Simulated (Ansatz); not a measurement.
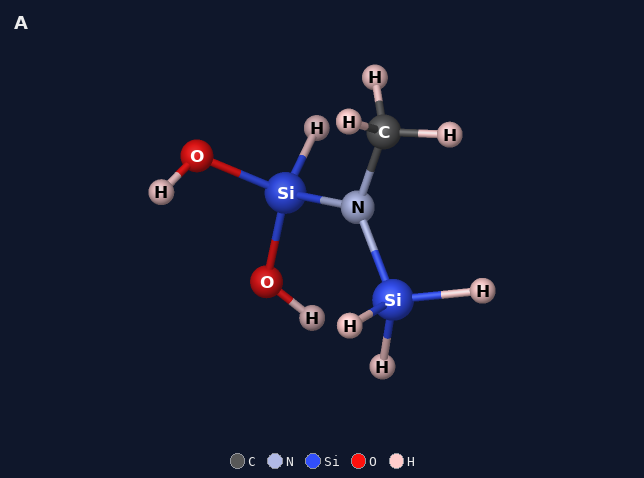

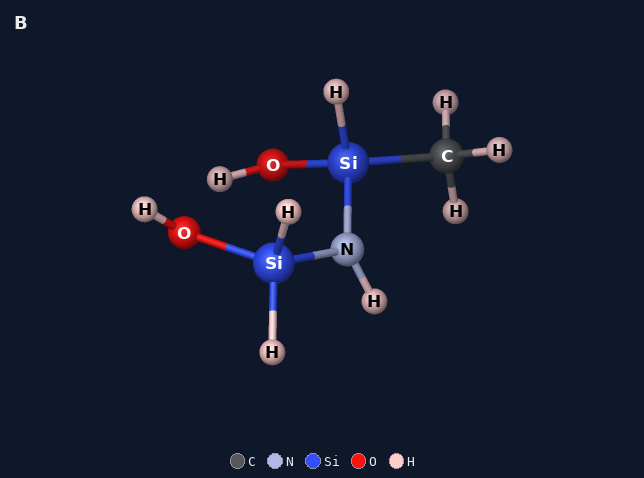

2 stationary structures of one formula. Geometries: PBE0-D4/def2-TZVP. Electronic energies: CCSD(T)/CBS (MP2 limit from def2-TZVPP and def2-QZVPP plus CCSD(T) − MP2) (Ansatz 0.2.0), without zero-point energy. No frequency run is at hand to confirm each as a minimum. Each is one conformer, not always the lowest.

Question: Rank them by energy, lowest first.

Answer: B is lowest; A lies 0.906 eV above it. A is `CN([SiH3])[SiH](O)O`, B is `C[Si@@H](O)N[SiH2]O`.
